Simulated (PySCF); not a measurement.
**C₆H₁₂O₂: NMR shifts at several levels of theory, part 1 of 2**

Aim: compute the NMR shifts of C₆H₁₂O₂ (`CCC1(CO)COC1`) at several levels, and see how far they spread and what each costs.

Computed with PySCF 2.14.0, with density-fitted response routines of our own, on a single molecule in the gas phase. Atoms count from 0, in the outputs and in this text.

## 1. The molecule as given

20 atoms, charge 0, multiplicity 1; geometry from: GFN2-xTB.

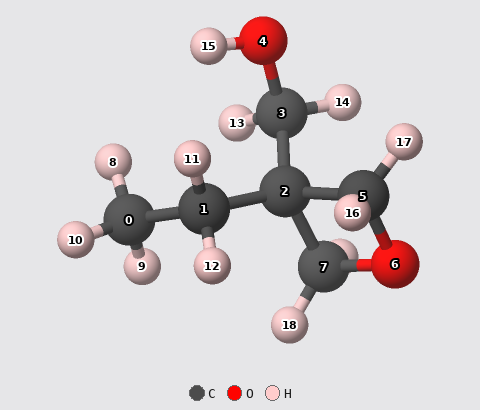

As it starts; carbon dark grey, oxygen red, hydrogen pink, atoms numbered.

## 2. Geometry optimisation at PBE0-D3(BJ)/def2-SVP

What the job is given:

```
{"job": {"xc": "PBE0", "basis": "def2-SVP", "d3": "d3bj", "grid": 1, "kind": "geom"}, "charge": 0, "multiplicity": 1}
C      2.290560    -0.535580     0.826410
C      1.399350    -0.337350    -0.396680
C     -0.070130    -0.092590    -0.052460
C     -0.288240     1.132230     0.843010
O      0.181650     2.330320     0.280020
C     -1.022270    -0.142640    -1.261610
O     -1.707910    -1.274420    -0.721480
C     -0.848510    -1.334150     0.416160
H      2.378250     0.375500     1.413520
H      1.888620    -1.317760     1.466560
H      3.289080    -0.829730     0.511600
H      1.769520     0.497580    -0.998710
H      1.454930    -1.232280    -1.020750
H      0.170060     0.951550     1.826270
H     -1.360020     1.283520     0.993230
H      1.134510     2.262280     0.155360
H     -0.549870    -0.373480    -2.220900
H     -1.679750     0.722460    -1.376290
H     -0.273610    -2.264860     0.437370
H     -1.401430    -1.224410     1.353660
```

Log:

```text
step   0  E = -385.55082756  max force = 0.014642
step   1  E = -385.55224749  max force = 0.004171
step   2  E = -385.55234754  max force = 0.000996
step   3  E = -385.55237423  max force = 0.000686
step   4  E = -385.55239593  max force = 0.001106
step   5  E = -385.55244112  max force = 0.001674
step   6  E = -385.55247474  max force = 0.001425
step   7  E = -385.55250262  max force = 0.000505
step   8  E = -385.55252014  max force = 0.000459
step   9  E = -385.55254206  max force = 0.000862
step  10  E = -385.55257219  max force = 0.001287
step  11  E = -385.55259188  max force = 0.001023
step  12  E = -385.55259793  max force = 0.000218
optimisation converged
```

Wall time 2.1 min (8 threads of Arm Neoverse V2, shared host).

The steps of the relaxation:

```
step  energy from step 0 (eV)  largest force component (eV/Å)
   0                   0.0000                          0.7529
   1                  -0.0386                          0.2145
   2                  -0.0414                          0.0512
   3                  -0.0421                          0.0353
   4                  -0.0427                          0.0569
   5                  -0.0439                          0.0861
   6                  -0.0448                          0.0733
   7                  -0.0456                          0.0260
   8                  -0.0461                          0.0236
   9                  -0.0467                          0.0443
  10                  -0.0475                          0.0662
  11                  -0.0480                          0.0526
  12                  -0.0482                          0.0112
```

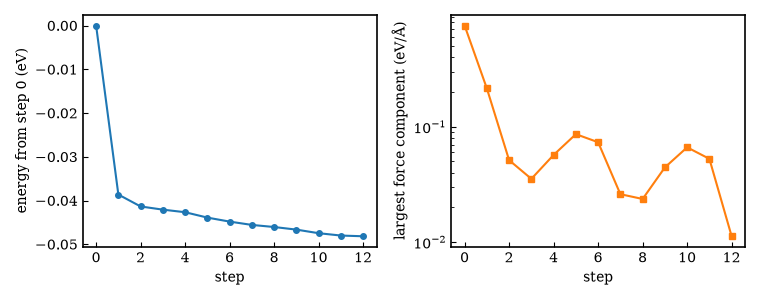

Energy and force, step by step.

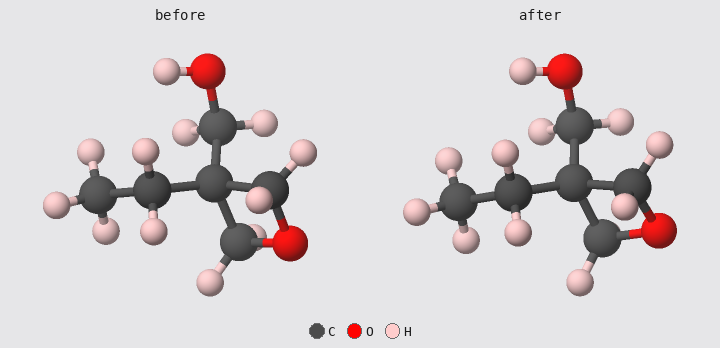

Before and after, at one scale.

Distances of close pairs at the start and the end, largest changes first:

```
  bond  before (Å)  after (Å)  change (Å)
 C0–H9       1.088      1.102      +0.014
 C0–H8       1.087      1.102      +0.014
C7–H18       1.094      1.107      +0.013
C5–H16       1.094      1.107      +0.013
C0–H10       1.088      1.100      +0.013
C1–H11       1.094      1.105      +0.012
C7–H19       1.094      1.105      +0.011
C1–H12       1.092      1.103      +0.010
```

The end geometry stands in the next job.

```
                         at the end point                value
  point group (found at 0.08 Å tolerance)                   C1
rotational constants (GHz, main isotopes)  2.497, 1.817, 1.319
                        dipole moment (D)                 2.97
```

## 3. NMR shieldings: PBE0/pcSseg-2

What the job is given:

```
{"job": {"kind": "nmr", "xc": "PBE0", "basis": "pcSseg-2", "pop": false}, "charge": 0, "multiplicity": 1}
C      2.297175    -0.677692     0.757367
C      1.385220    -0.381304    -0.424142
C     -0.057048    -0.074271    -0.050781
C     -0.204542     1.159734     0.832883
O      0.269661     2.331353     0.228852
C     -1.079361    -0.067321    -1.199632
O     -1.932036    -0.973871    -0.502849
C     -0.922970    -1.237081     0.465523
H      2.414318     0.191042     1.424603
H      1.903738    -1.506188     1.368231
H      3.303876    -0.966257     0.420220
H      1.783326     0.466248    -1.011678
H      1.387932    -1.239979    -1.116176
H      0.273453     0.975256     1.816408
H     -1.276656     1.318394     1.031403
H      1.227692     2.271461     0.161980
H     -0.697362    -0.498679    -2.144508
H     -1.562535     0.899967    -1.417509
H     -0.461419    -2.234833     0.331690
H     -1.297673    -1.159790     1.502403
```

Level: GIAO PBE0/pcSseg-2 NMR shielding, non-relativistic, gas phase.

Log:

```text
coarse grid: 16128 points
cycle   1  E = -385.8351020095  dE =  1.007e+00  |g| = 8.363e-01  |ddm| = 2.942e+00
cycle   2  E = -385.6724983532  dE =  1.626e-01  |g| = 1.269e+00  |ddm| = 2.536e+00
cycle   3  E = -385.9655098873  dE = -2.930e-01  |g| = 1.132e-01  |ddm| = 1.862e+00
cycle   4  E = -385.9674958800  dE = -1.986e-03  |g| = 5.254e-02  |ddm| = 1.149e-01
cycle   5  E = -385.9681076276  dE = -6.117e-04  |g| = 1.147e-02  |ddm| = 5.622e-02
cycle   6  E = -385.9681282856  dE = -2.066e-05  |g| = 4.507e-03  |ddm| = 1.468e-02
cycle   7  E = -385.9681320703  dE = -3.785e-06  |g| = 6.606e-04  |ddm| = 4.549e-03
final grid: 154128 points
cycle   8  E = -385.9678113587  dE = -1.898e-04  |g| = 1.223e-02  |ddm| = 1.331e-01
cycle   9  E = -385.9677818031  dE =  2.956e-05  |g| = 1.755e-02  |ddm| = 2.464e-02
cycle  10  E = -385.9678422399  dE = -6.044e-05  |g| = 1.899e-03  |ddm| = 1.470e-02
cycle  11  E = -385.9678429164  dE = -6.765e-07  |g| = 4.766e-04  |ddm| = 2.407e-03
cycle  12  E = -385.9678429609  dE = -4.448e-08  |g| = 1.154e-04  |ddm| = 6.435e-04
cycle  13  E = -385.9678429628  dE = -1.900e-09  |g| = 5.947e-05  |ddm| = 1.571e-04
cycle  14  E = -385.9678429634  dE = -6.420e-10  |g| = 6.679e-06  |ddm| = 5.561e-05
converged SCF energy = -385.9678429634

GIAO shielding tensors (ppm)
atom      isotropic    diamagn.    paramagn.     s11        s22        s33       span
  0 C      174.930     239.818     -64.888    168.159    172.160    184.471     16.313
  1 C      155.533     243.185     -87.652    138.302    156.327    171.971     33.669
  2 C      138.376     249.492    -111.116    123.602    140.770    150.756     27.154
  3 C      115.125     240.348    -125.223     83.021    104.730    157.625     74.603
  4 O      308.171     380.294     -72.123    284.033    298.306    342.174     58.141
  5 C       99.724     246.602    -146.877     78.021     80.470    140.682     62.661
  6 O      335.309     386.845     -51.536    283.881    340.876    381.170     97.289
  7 C      103.583     246.676    -143.093     81.341     83.024    146.382     65.040
  8 H       30.579      30.104       0.476     25.292     30.069     36.376     11.084
  9 H       30.721      29.689       1.031     26.208     29.506     36.449     10.241
 10 H       30.313      27.305       3.008     25.699     27.338     37.903     12.205
 11 H       29.717      32.337      -2.620     26.448     28.827     33.877      7.430
 12 H       29.583      31.533      -1.950     24.522     29.222     35.005     10.483
 13 H       27.407      31.704      -4.297     24.692     27.155     30.375      5.683
 14 H       27.325      30.441      -3.116     22.905     27.718     31.354      8.449
 15 H       31.056      32.142      -1.086     21.073     29.746     42.351     21.278
 16 H       27.049      31.324      -4.275     24.126     27.263     29.756      5.630
 17 H       26.827      30.760      -3.932     23.853     26.355     30.274      6.421
 18 H       26.881      31.560      -4.679     23.174     27.707     29.762      6.588
 19 H       27.434      31.208      -3.773     24.474     26.674     31.154      6.680
```

It took 2 min on 8 threads of Arm Neoverse V2, shared host.

Shifts follow as δ = σ(reference) − σ, with reference shieldings (ppm) from runs at the same level and on the same kind of geometry: ¹H TMS 31.25, ¹³C TMS 184.1, ¹⁷O H2O 328.2. The references are single molecules in the gas phase, so shifts against H2O, NH3, PH3, H3PO4 or CFCl3 are not on the usual liquid scales and can be off by tens of ppm. Atoms listed in one row are averaged.

```
      atoms                         environment  σ (ppm)  δ (ppm)
     C5, C7                 sp3 CH2 bonded to O    101.7     82.5
         C3                 sp3 CH2 bonded to O    115.1     69.0
         C2     quaternary sp3 carbon in a ring    138.4     45.8
         C1                             sp3 CH2    155.5     28.6
         C0                       methyl carbon    174.9      9.2
   H16, H18  hydrogen on an sp3 CH2 bonded to O    26.96     4.28
   H17, H19  hydrogen on an sp3 CH2 bonded to O    27.13     4.11
   H13, H14  hydrogen on an sp3 CH2 bonded to O    27.37     3.88
   H11, H12              hydrogen on an sp3 CH2    29.65     1.59
H8, H9, H10         hydrogen on a methyl carbon    30.54     0.71
        H15       hydrogen on an alcohol oxygen    31.06     0.19
         O4                      alcohol oxygen    308.2     20.0
         O6                        ether oxygen    335.3     -7.2
```

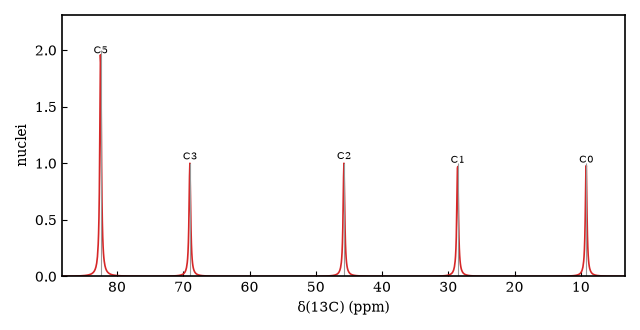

¹³C lines at the computed shifts, without couplings. Lines are broadened to a width of 0.29 ppm (Lorentzian).

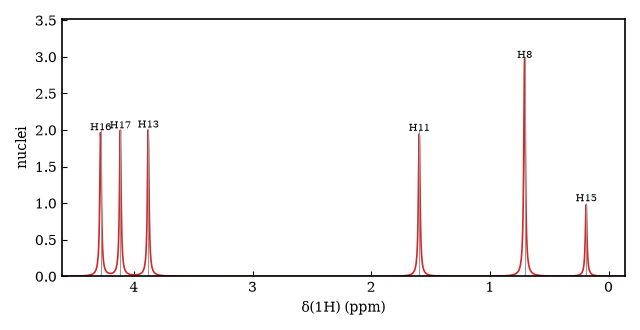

¹H lines at the computed shifts, without couplings. Lines are broadened to a width of 0.02 ppm (Lorentzian).

Ring of atoms C2, C5, O6, C7: NICS(0) -0.9, NICS(1) 1.4, NICS(1)zz 3.9 ppm (means of both faces).

## 4. NMR shieldings: PBE/pcSseg-2

Settings changed since step 3:

```diff
@@ -1,2 +1,2 @@
-{"job": {"kind": "nmr", "xc": "PBE0", "basis": "pcSseg-2", "pop": false}, "charge": 0, "multiplicity": 1}
+{"job": {"kind": "nmr", "xc": "PBE", "basis": "pcSseg-2", "pop": false}, "charge": 0, "multiplicity": 1}
 C      2.297175    -0.677692     0.757367
```

Level: GIAO PBE/pcSseg-2 NMR shielding, non-relativistic, gas phase.

Log:

```text
coarse grid: 16128 points
cycle   1  E = -385.7279333819  dE =  8.053e-01  |g| = 1.005e+00  |ddm| = 2.954e+00
cycle   2  E = -385.0901481640  dE =  6.378e-01  |g| = 2.041e+00  |ddm| = 6.498e+00
cycle   3  E = -385.9196753155  dE = -8.295e-01  |g| = 2.482e-01  |ddm| = 5.816e+00
cycle   4  E = -385.9297106722  dE = -1.004e-02  |g| = 1.152e-01  |ddm| = 2.838e-01
cycle   5  E = -385.9326122365  dE = -2.902e-03  |g| = 2.919e-02  |ddm| = 1.291e-01
cycle   6  E = -385.9327332873  dE = -1.211e-04  |g| = 1.492e-02  |ddm| = 4.679e-02
cycle   7  E = -385.9327756551  dE = -4.237e-05  |g| = 2.209e-03  |ddm| = 1.730e-02
cycle   8  E = -385.9327763419  dE = -6.868e-07  |g| = 1.140e-03  |ddm| = 3.222e-03
final grid: 154128 points
cycle   9  E = -385.9353968011  dE = -2.774e-04  |g| = 2.067e-02  |ddm| = 1.836e-01
cycle  10  E = -385.9351659719  dE =  2.308e-04  |g| = 4.012e-02  |ddm| = 4.413e-02
cycle  11  E = -385.9354808709  dE = -3.149e-04  |g| = 5.083e-03  |ddm| = 3.457e-02
cycle  12  E = -385.9354860368  dE = -5.166e-06  |g| = 8.841e-04  |ddm| = 7.030e-03
cycle  13  E = -385.9354861960  dE = -1.592e-07  |g| = 2.283e-04  |ddm| = 1.486e-03
cycle  14  E = -385.9354862021  dE = -6.112e-09  |g| = 1.479e-04  |ddm| = 3.872e-04
cycle  15  E = -385.9354862061  dE = -3.975e-09  |g| = 2.493e-05  |ddm| = 1.763e-04
cycle  16  E = -385.9354862062  dE = -1.037e-10  |g| = 8.895e-06  |ddm| = 3.315e-05
converged SCF energy = -385.9354862062

GIAO shielding tensors (ppm)
atom      isotropic    diamagn.    paramagn.     s11        s22        s33       span
  0 C      170.443     239.908     -69.465    163.454    167.214    180.662     17.207
  1 C      149.166     243.168     -94.002    130.838    150.029    166.632     35.794
  2 C      131.619     248.663    -117.044    116.603    134.101    144.154     27.551
  3 C      107.349     240.176    -132.827     73.276     96.556    152.215     78.939
  4 O      298.879     380.215     -81.336    274.575    291.086    330.976     56.401
  5 C       91.674     246.207    -154.534     67.986     73.196    133.841     65.855
  6 O      323.850     387.463     -63.613    271.555    330.084    369.910     98.356
  7 C       95.685     246.449    -150.764     71.955     75.191    139.908     67.952
  8 H       30.509      30.063       0.446     25.392     30.026     36.109     10.716
  9 H       30.648      29.663       0.984     26.326     29.464     36.153      9.827
 10 H       30.250      27.584       2.666     25.815     27.440     37.495     11.681
 11 H       29.519      32.312      -2.793     26.494     28.763     33.301      6.807
 12 H       29.465      31.551      -2.085     24.574     29.264     34.559      9.985
 13 H       27.086      31.564      -4.478     24.455     26.971     29.833      5.377
 14 H       27.186      30.285      -3.099     22.861     27.668     31.027      8.166
 15 H       31.107      32.176      -1.069     21.437     30.060     41.825     20.388
 16 H       26.821      31.273      -4.452     23.927     27.225     29.309      5.382
 17 H       26.607      30.680      -4.073     23.770     26.242     29.808      6.038
 18 H       26.616      31.482      -4.866     22.938     27.534     29.375      6.438
 19 H       27.194      31.133      -3.940     24.301     26.587     30.693      6.392
```

Run time: 77 s. Hardware: 8 threads of Arm Neoverse V2, shared host.

Key values: δ C5 85.7, C3 72.0, C2 47.8, C1 30.2, H16 4.46, H17 4.28 ppm (means over like atoms).

(Continued in part 2 of 2.)
